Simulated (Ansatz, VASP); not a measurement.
# Cross-check of CaB6 between VASP and Ansatz, part 2 of 2

Aim: how closely do two programs agree when they are given the same cell, functional and k mesh?  Valence electrons are named where the data sets of a main pair hold unlike numbers.

VASP 6.6.1 and Ansatz 0.2.0.

So far: Starting point; VASP: band structure, PBEsol; Ansatz: band structure, PBEsol.

The database entry behind the starting cell differs from later determinations by our own check (0.1 to 0.3 % short, old inner coordinate), so it need not match the best structure at ambient conditions.

### Step 4. Differences

Known differences besides the potentials themselves: Ansatz makes its cores anew for this functional, VASP keeps those of its PBE data sets; VASP leaves aspherical gradient terms in its spheres out (LASPH is not set), Ansatz keeps them. Total energies have different zeros and are not compared.

The two programs side by side:

```
                                        quantity  Ansatz   VASP  difference
                                  pressure (GPa)    0.01   0.44       -0.44
pressure without Ansatz's Pulay correction (GPa)   -0.24   0.44       -0.68
                   gap over the path points (eV)   0.110  0.110       0.000
```

Forces (eV/Å; atoms numbered as in POSCAR):

```
atom        Ansatz x, y, z          VASP x, y, z
 Ca1   0.000, 0.000, 0.000   0.000, 0.000, 0.000
  B2   0.000, 0.000, 1.287   0.000, 0.000, 1.326
  B3  0.000, 0.000, -1.287  0.000, 0.000, -1.326
  B4   1.287, 0.000, 0.000   1.326, 0.000, 0.000
  B5  -1.287, 0.000, 0.000  -1.326, 0.000, 0.000
  B6   0.000, 1.287, 0.000   0.000, 1.326, 0.000
  B7  0.000, -1.287, 0.000  0.000, -1.326, 0.000
```

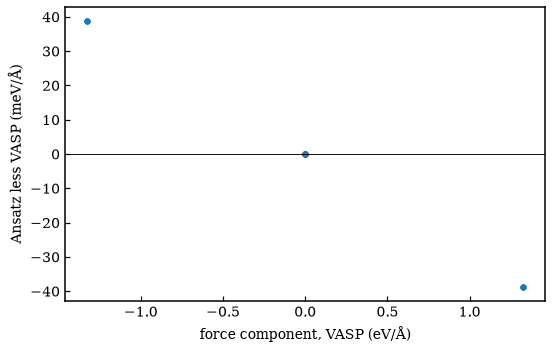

Difference of the force components against their size.

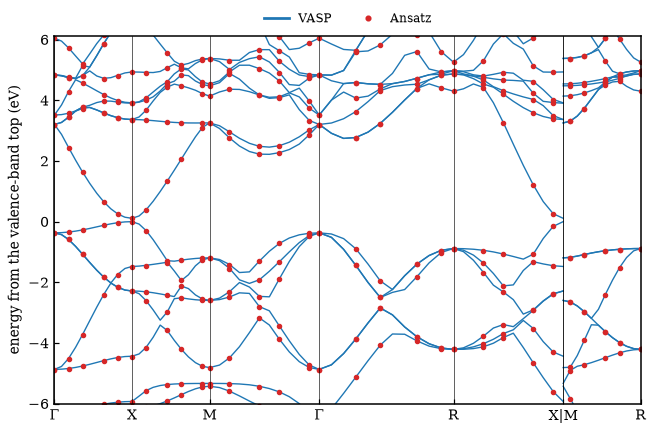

Bands from VASP (lines) and levels from Ansatz (dots). Dots without a line are higher empty bands that the VASP plot leaves out.

Levels at points of the path, from each program's valence-band top (eV; 4 filled, then empty):

```
k (reciprocal lattice)                                  Ansatz                                    VASP
     0.000 0.000 0.000  -4.88 -0.37 -0.37 -0.37 3.20 3.20 3.20  -4.87 -0.37 -0.37 -0.37 3.20 3.20 3.20
     0.000 0.091 0.000  -4.52 -0.59 -0.59 -0.34 2.44 3.44 3.44  -4.51 -0.59 -0.59 -0.34 2.44 3.44 3.44
     0.000 0.182 0.000  -3.72 -1.08 -1.08 -0.27 1.62 3.73 3.77  -3.71 -1.08 -1.08 -0.27 1.63 3.73 3.77
     0.000 0.318 0.000  -2.41 -1.83 -1.83 -0.12 0.65 3.58 3.58  -2.40 -1.83 -1.83 -0.12 0.65 3.58 3.58
     0.000 0.409 0.000  -2.17 -2.17 -1.74 -0.03 0.25 3.42 3.42  -2.17 -2.17 -1.73 -0.03 0.25 3.42 3.42
     0.000 0.500 0.000   -2.29 -2.29 -1.49 0.00 0.11 3.36 3.36   -2.29 -2.29 -1.48 0.00 0.11 3.37 3.37
     0.091 0.500 0.000  -2.60 -2.31 -1.45 -0.29 0.39 3.34 3.67  -2.60 -2.31 -1.44 -0.29 0.39 3.35 3.67
     0.227 0.500 0.000  -2.99 -2.42 -1.35 -1.29 1.33 3.28 4.42  -2.98 -2.43 -1.34 -1.29 1.34 3.29 4.43
     0.318 0.500 0.000  -2.51 -2.13 -1.94 -1.28 2.06 3.25 4.47  -2.51 -2.12 -1.94 -1.27 2.06 3.26 4.48
     0.455 0.500 0.000  -2.59 -2.55 -1.27 -1.21 3.10 3.25 4.21  -2.59 -2.55 -1.26 -1.20 3.11 3.25 4.22
```

The forces differ by 21 meV/Å r.m.s., which is 2.9 % of the r.m.s. force of 0.709 eV/Å (both taken over all components). Among the levels compared at these points, filled levels agree within 13 meV and empty ones within 10 meV. Ansatz's pressure holds a Pulay correction of 0.25 GPa; VASP's holds none.

### Step 5. Ansatz: band structure, PBE-EpsX with an exact-exchange share of 0.13

Levels along a path test the potential and the projectors away from the mesh points.

The input, input.yaml:

```yaml
crystal:
  lattice:
    - [4.145, 0.0, 0.0]
    - [0.0, 4.145, 0.0]
    - [0.0, 0.0, 4.145]
  atoms:
    - { symbol: Ca, position: [0.5, 0.5, 0.5] }
    - { symbol: B, position: [0.0, 0.0, 0.293] }
    - { symbol: B, position: [0.0, 0.0, 0.707] }
    - { symbol: B, position: [0.293, 0.0, 0.0] }
    - { symbol: B, position: [0.707, 0.0, 0.0] }
    - { symbol: B, position: [0.0, 0.293, 0.0] }
    - { symbol: B, position: [0.0, 0.707, 0.0] }
hamiltonian:
  xc: { exchange: pbe, correlation: pbe, exx: { coeff: 0.13 } }
  pseudopotentials: { kind: paw }
kpoints:
  mp_grid: { grid: [4, 4, 4] }
  band_path:
    path:
      - [0.0, 0.0, 0.0]
      - [0.0, 0.3, 0.0]
      - [0.0, 0.5, 0.0]
      - [0.3, 0.5, 0.0]
      - [0.5, 0.5, 0.0]
      - [0.2, 0.2, 0.0]
      - [0.1, 0.1, 0.1]
      - [0.4, 0.4, 0.4]
      - [0.4, 0.5, 0.4]
      - [0.1, 0.5, 0.1]
      - [0.5, 0.5, 0.1]
      - [0.5, 0.5, 0.5]
    npoints: 1
scf:
  occupations: { method: gaussian, width: 0.02 }
  n_extra_bands: 9
output:
  forces: true
  stress: true
  eigenvalues: true
```

Command:

```sh
$ ansatz run input.yaml --threads 4 --pin off --max-ram 9216MiB --backend cpu --events-out ev --progress --plain --runs-dir out
```

Numbers of over 12 decimals in the logs are rounded to 6 here.

Output:

```text
[...]
--- Band table (eV; the first three rows and the last of 10) ---
  k-point 0: bands = [... 10 lower, 2.5115, 7.4750, 7.4750, 7.4750, 11.8293, 11.8293, 11.8293, 12.3300, ... 5 higher]
  k-point 1: bands = [... 10 lower, 4.4899, 6.2968, 6.2968, 7.6481, 9.6925, 12.4464, 12.4464, 12.6951, ... 5 higher]
  k-point 2: bands = [... 10 lower, 5.4210, 5.4210, 6.1465, 7.8461, 8.6779, 12.0957, 12.0957, 12.6134, ... 5 higher]
  k-point 9: bands = [... 10 lower, 3.3741, 6.7871, 6.7871, 6.7871, 12.9925, 13.7953, 13.7953, 13.8711, ... 5 higher]
[key lines of the parts left out:]
Free energy (F): -2756.172061 eV
Fermi energy:    8.261988 eV
P = ⅓ Tr σ = 1.2970 GPa (12.970 kbar)
```

Wall time 24 s (4 threads of Intel Xeon Platinum 8488C (Sapphire Rapids), shared host); peak memory 0.96 GiB; 84 s of CPU time.

### Step 6. VASP: band structure, PBE-EpsX with an exact-exchange share of 0.13

The same cell, functional, mesh and smearing now go to VASP, with its own data sets.

The run reads the wave functions of an earlier VASP run, which isn't shown here.

The input, INCAR:

```
SYSTEM = CaB6
PREC = Accurate
ENCUT = 420
EDIFF = 1E-06
NELM = 100
ISMEAR = 0
SIGMA = 0.02
LREAL = .FALSE.
ALGO = Normal
LHFCALC = .TRUE.
AEXX = 0.13
GGA = PE
LASPH = .TRUE.
NBANDS = 21
PRECFOCK = Fast
HFRCUT = -1
LORBIT = 11
LWAVE = .FALSE.
LCHARG = .FALSE.
KPAR = 8
```

The input, POSCAR:

```
CaB6
1.0
    4.1450000000      0.0000000000      0.0000000000
    0.0000000000      4.1450000000      0.0000000000
    0.0000000000      0.0000000000      4.1450000000
Ca B
1 6
Direct
    0.5000000000      0.5000000000      0.5000000000
    0.0000000000      0.0000000000      0.2930000000
    0.0000000000      0.0000000000      0.7070000000
    0.2930000000      0.0000000000      0.0000000000
    0.7070000000      0.0000000000      0.0000000000
    0.0000000000      0.2930000000      0.0000000000
    0.0000000000      0.7070000000      0.0000000000
```

The input, KPOINTS:

```
Automatic mesh
0
Gamma
4 4 4
0 0 0
```

The input, KPOINTS_OPT:

```
Line mode
6
Line-mode
Reciprocal
  0.00000000   0.00000000   0.00000000 GAMMA
  0.00000000   0.50000000   0.00000000 X

  0.00000000   0.50000000   0.00000000 X
  0.50000000   0.50000000   0.00000000 M

  0.50000000   0.50000000   0.00000000 M
  0.00000000   0.00000000   0.00000000 GAMMA

  0.00000000   0.00000000   0.00000000 GAMMA
  0.50000000   0.50000000   0.50000000 R

  0.50000000   0.50000000   0.50000000 R
  0.00000000   0.50000000   0.00000000 X

  0.50000000   0.50000000   0.00000000 M
  0.50000000   0.50000000   0.50000000 R
```

Potentials, in the order of the species: Ca_sv and B (PBE family, release 64).

Command:

```sh
$ mpirun -np 8 vasp_std
```

Output:

```text
[banner, memory and clock lines left out]
running    8 mpi-ranks, on    1 nodes
[...]
[... a notice as in an earlier step ...]

 LDA part: xc-table for (Slater+PW92), standard interpolation
 found WAVECAR, reading the header
 POSCAR, INCAR and KPOINTS ok, starting setup
[...]
HFRCUT set to (new)   10.285411
 reading WAVECAR
 the WAVECAR file was read successfully
 initial charge from wavefunction
 entering main loop
       N       E                     dE             d eps       ncg     rms          rms(c)
DAV:   1    -0.482006412559E+02   -0.48201E+02   -0.18420E-01   499   0.301E+00    0.328E-01
DAV:   2    -0.482012010816E+02   -0.55983E-03   -0.59486E-03   531   0.583E-01    0.204E-01
DAV:   3    -0.482007097561E+02    0.49133E-03   -0.49760E-04   552   0.172E-01    0.117E-01
DAV:   4    -0.482005833151E+02    0.12644E-03   -0.13120E-04   598   0.822E-02    0.679E-02
DAV:   5    -0.482005465624E+02    0.36753E-04   -0.24157E-05   592   0.349E-02    0.400E-02
[...]
DAV:   7    -0.482005313937E+02    0.35324E-05   -0.15502E-06   463   0.974E-03    0.139E-02
DAV:   8    -0.482005304394E+02    0.95436E-06   -0.62861E-07   403   0.649E-03
   1 F= -.48200530E+02 E0= -.48200530E+02  d E =-.743250E-32
 Start KPOINTS_OPT (optional k-point list driver)
k-point batch [1-10\36]
       N       E                     dE             ncg
DAV:   1    -0.343109040475E+03   -0.44673E+04      420
DAV:   2    -0.208014604238E+04   -0.17370E+04      494
DAV:   3    -0.220698162689E+04   -0.12684E+03      702
DAV:   4    -0.221129790478E+04   -0.43163E+01      587
DAV:   5    -0.221139492924E+04   -0.97024E-01      654
DAV:   6    -0.221139668739E+04   -0.17581E-02      632
DAV:   7    -0.221139672241E+04   -0.35020E-04      691
DAV:   8    -0.221139672283E+04   -0.42859E-06      492
[...]
k-point batch [31-36\36]
       N       E                     dE             ncg
DAV:   1     0.248243040258E+04   -0.55432E+04      252
DAV:   2     0.143201060661E+04   -0.10504E+04      320
DAV:   3     0.136101313553E+04   -0.70997E+02      408
DAV:   4     0.135897683458E+04   -0.20363E+01      348
DAV:   5     0.135892253659E+04   -0.54298E-01      398
DAV:   6     0.135892205813E+04   -0.47846E-03      358
DAV:   7     0.135892205011E+04   -0.80210E-05      393
DAV:   8     0.135892204997E+04   -0.14482E-06      270
```

Parts of OUTCAR (step 6):

```text
 POSITION                                       TOTAL-FORCE (eV/Angst)
 -----------------------------------------------------------------------------------
      2.07250      2.07250      2.07250         0.000000      0.000000      0.000000
      0.00000      0.00000      1.21448         0.000000      0.000000      1.252334
      0.00000      0.00000      2.93052         0.000000     -0.000000     -1.252334
      1.21448      0.00000      0.00000         1.252334      0.000000      0.000000
      2.93052      0.00000      0.00000        -1.252334      0.000000     -0.000000
      0.00000      1.21448      0.00000         0.000000      1.252334      0.000000
      0.00000      2.93052      0.00000        -0.000000     -1.252334     -0.000000
 -----------------------------------------------------------------------------------
    total drift:                                0.000000      0.000000      0.000000

  FREE ENERGIE OF THE ION-ELECTRON SYSTEM (eV)
  ---------------------------------------------------
  free  energy   TOTEN  =       -48.2005304394 eV

  energy  without entropy=      -48.2005304394  energy(sigma->0) =      -48.20053044

[... 1 part as in an earlier step ...]

[... 2 further parts left out ...]
[key lines of the parts left out:]
E-fermi :   4.3094
```

### Step 7. Side by side

What differs besides the data sets and the points named for the pairs above, as far as they apply: exact exchange at q = 0 is treated differently, which shows on coarse meshes; VASP keeps PBE cores, Ansatz makes them for the functional; VASP takes a coarser grid for exact exchange (PRECFOCK = Fast). Total energies have different zeros and are not compared.

The two programs side by side:

```
                     quantity  Ansatz   VASP  difference
gap over the path points (eV)   0.832  0.850      -0.019
```

Forces (eV/Å; atoms numbered as in POSCAR):

```
atom        Ansatz x, y, z          VASP x, y, z
 Ca1   0.000, 0.000, 0.000   0.000, 0.000, 0.000
  B2   0.000, 0.000, 1.216   0.000, 0.000, 1.252
  B3  0.000, 0.000, -1.216  0.000, 0.000, -1.252
  B4   1.216, 0.000, 0.000   1.252, 0.000, 0.000
  B5  -1.216, 0.000, 0.000  -1.252, 0.000, 0.000
  B6   0.000, 1.216, 0.000   0.000, 1.252, 0.000
  B7  0.000, -1.216, 0.000  0.000, -1.252, 0.000
```

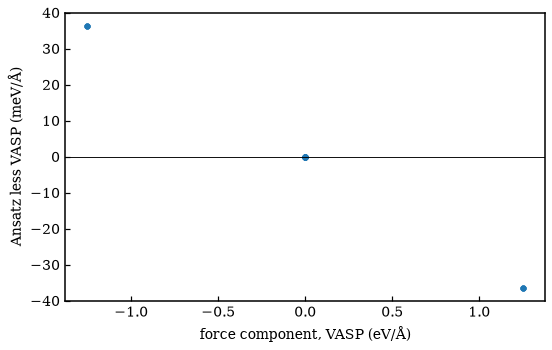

Difference of the force components against their size.

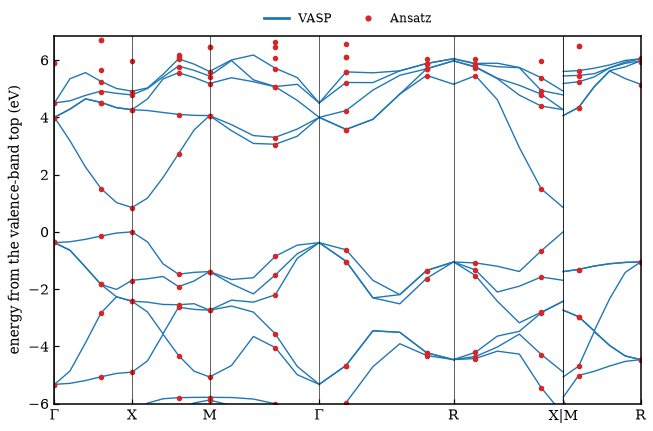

Bands from VASP (lines) and levels from Ansatz (dots). Dots without a line are higher empty bands that the VASP plot leaves out.

Levels at points of the path, from each program's valence-band top (eV; 4 filled, then empty):

```
k (reciprocal lattice)                                  Ansatz                                    VASP
     0.000 0.000 0.000  -5.33 -0.37 -0.37 -0.37 3.98 3.98 3.98  -5.33 -0.38 -0.38 -0.38 4.00 4.00 4.00
     0.000 0.300 0.000  -2.85 -1.84 -1.84 -0.14 1.50 4.50 4.50  -2.83 -1.84 -1.84 -0.14 1.51 4.52 4.52
     0.000 0.500 0.000   -2.42 -2.42 -1.70 0.00 0.83 4.25 4.25   -2.42 -2.42 -1.69 0.00 0.85 4.27 4.27
     0.300 0.500 0.000  -2.63 -2.56 -1.91 -1.49 2.71 4.09 5.54  -2.63 -2.54 -1.91 -1.48 2.73 4.10 5.56
     0.500 0.500 0.000  -2.74 -2.74 -1.40 -1.40 4.04 4.04 5.16  -2.74 -2.74 -1.39 -1.39 4.06 4.06 5.18
     0.200 0.200 0.000  -3.58 -2.21 -1.51 -0.86 3.05 3.29 5.05  -3.57 -2.20 -1.51 -0.85 3.06 3.30 5.07
     0.100 0.100 0.100  -4.67 -1.03 -1.03 -0.63 3.57 3.57 4.23  -4.67 -1.03 -1.03 -0.63 3.58 3.58 4.24
     0.400 0.400 0.400  -4.23 -1.63 -1.36 -1.36 5.46 5.67 5.67  -4.22 -1.62 -1.35 -1.35 5.47 5.70 5.70
     0.400 0.500 0.400  -4.21 -1.53 -1.34 -1.09 5.45 5.73 5.75  -4.21 -1.52 -1.33 -1.08 5.46 5.75 5.77
     0.100 0.500 0.100  -2.83 -2.81 -1.58 -0.67 1.49 4.38 4.79  -2.83 -2.81 -1.58 -0.66 1.50 4.39 4.81
```

The forces differ by 19 meV/Å r.m.s., which is 2.9 % of the r.m.s. force of 0.669 eV/Å (both taken over all components). Among the levels compared at these points, filled levels agree within 14 meV and empty ones within 24 meV.

### Step 8. Summary of results

| Item | Value |
| --- | --- |
| largest difference of a filled level at the path points (band structure, PBEsol) | 13 meV |
| r.m.s. force difference (band structure, PBEsol) | 2.9 % of the r.m.s. force |
| largest difference of a filled level at the path points (band structure, PBE-EpsX with an exact-exchange share of 0.13) | 14 meV |
| r.m.s. force difference (band structure, PBE-EpsX with an exact-exchange share of 0.13) | 2.9 % of the r.m.s. force |

**Reading.** The r.m.s. force difference is 2.9 % of the r.m.s. force (band structure, PBEsol), at about the 3 % picked in this series as the mark of a large difference. How closely two codes agree says nothing of how well the functional describes the real material.

[Lines on the potential files, build, host, timing and source positions are cut from VASP's logs without a mark.]

[Logs are printed without paths, hosts, clocks, repeated set-up lines and the standing remarks that a program may print on its own settings, such as how far it seeks lower states.]

[Hosts, paths, dates, database ids (printed as entryN), source tags and the programs' standing remarks are cut or masked in the printed files.]
